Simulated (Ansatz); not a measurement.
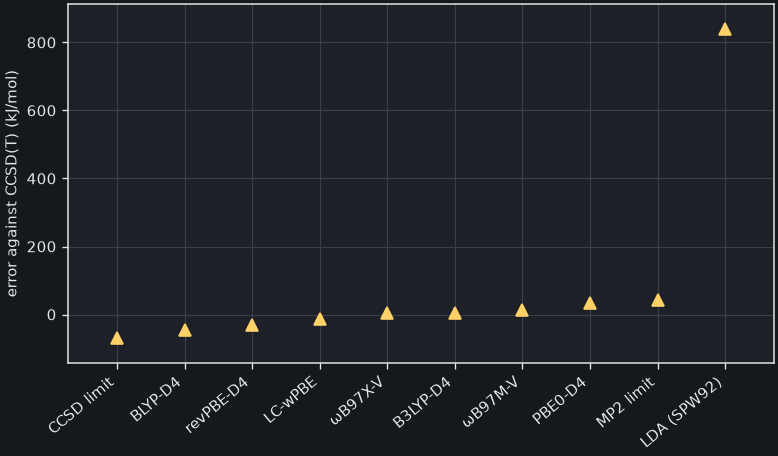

Error in the electronic atomisation energy (method less reference, so positive means overbinding) of C₅H₁₂, SMILES CC(C)(C)C: functionals in def2-TZVPP against frozen-core CCSD(T) at the limit (MP2 extrapolated from triple and quadruple zeta, plus CCSD(T) less MP2 in a smaller set), which gives 6692.6 kJ/mol, at a PBE0-D4/def2-TZVP geometry (no frequency check), no zero-point or spin-orbit term, the Ansatz code. The reference leaves out core correlation, a term that grows with the number of heavy atoms. No dispersion term is added to LC-wPBE. Limit means the basis limit.

What range do the values span?

From −70.1 kJ/mol (CCSD limit) to 840.2 kJ/mol (LDA (SPW92)).

Which of these levels overbind, and which underbind?

Overbind: PBE0-D4, MP2 limit and LDA (SPW92). Underbind: CCSD limit, BLYP-D4 and revPBE-D4. Within 25 kJ/mol of zero, too close to call in view of what the reference leaves out: LC-wPBE, ωB97X-V, B3LYP-D4 and ωB97M-V.
